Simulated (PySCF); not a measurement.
**B$_{3}$H$_{9}$ ((H2B-mu-H)3): density, localisation and related maps**

The calculation's input:

```
{"job": {"kind": "nmr", "xc": "PBE0", "basis": "pcSseg-1"}, "charge": 0, "multiplicity": 1}
B      0.101342     0.758414    -0.847485
H      1.188135     1.245705    -1.014271
H     -0.794365     1.069333    -1.595346
H     -0.217979     1.320292     0.305456
B     -0.566617     0.238174     0.933294
H     -1.689631    -0.145120     0.766684
H     -0.308687     0.761278     1.995880
H      0.390076    -0.614961     1.146951
B      0.490855    -1.039963    -0.103305
H      1.691465    -1.130696    -0.108569
H     -0.164136    -2.044094    -0.234766
H     -0.004988    -0.501102    -1.193522
```

Command:

```sh
OMP_NUM_THREADS=1 python probes_run.py task.json out
```

Geometry: PBE0-D3(BJ)/def2-SVP.

All numbers below come from PBE0/pcSseg-1, SCF density, gas phase, non-relativistic (PySCF 2.14.0).

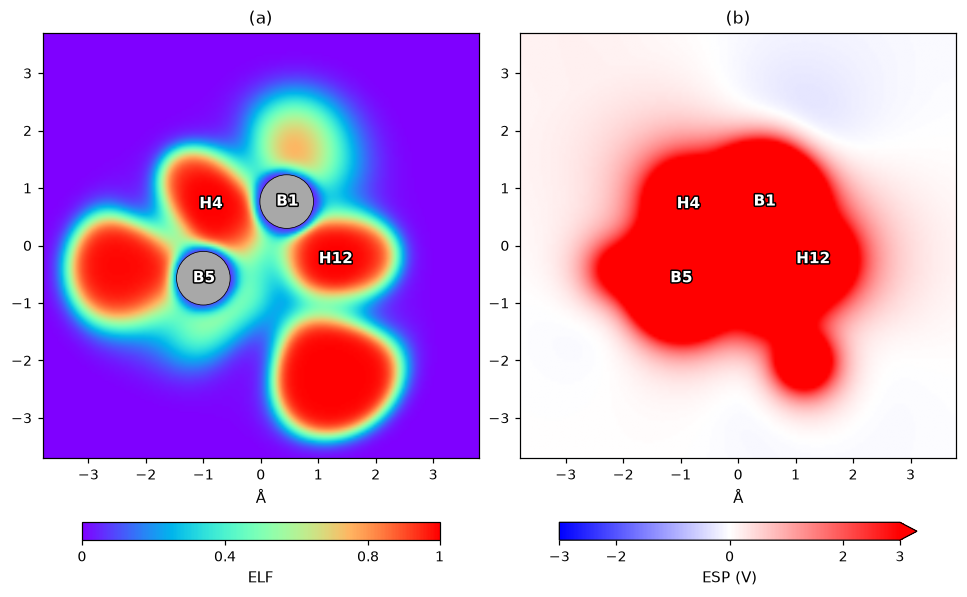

Figure 1. (a) electron localisation function; (b) electrostatic potential on the plane of atoms H4, B1 and H12. Grey discs cover the atomic cores in the ELF map.

**Interpret the plot.**

Atoms in the plane: B and H.
The potential has no marked negative region in this plane.

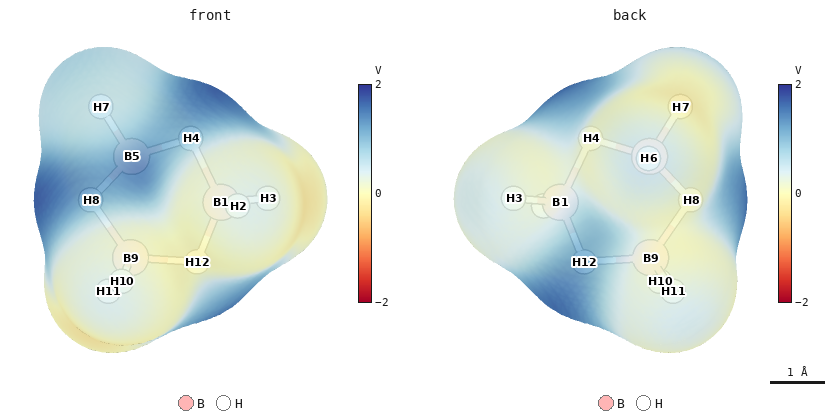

Figure 2. The molecular electrostatic potential painted on the density surface at 0.004 e/bohr³, seen from the front and from behind; red is negative and blue positive.

**Where is the surface potential most negative and most positive?**

The most negative region (about −0.2 V) lies over H10, the most positive (about +1.7 V, or +39 kcal/mol for a unit charge) over H4, H8 and H12.

**What dipole moment does the calculation give?**

Its dipole moment is 0.41 D.
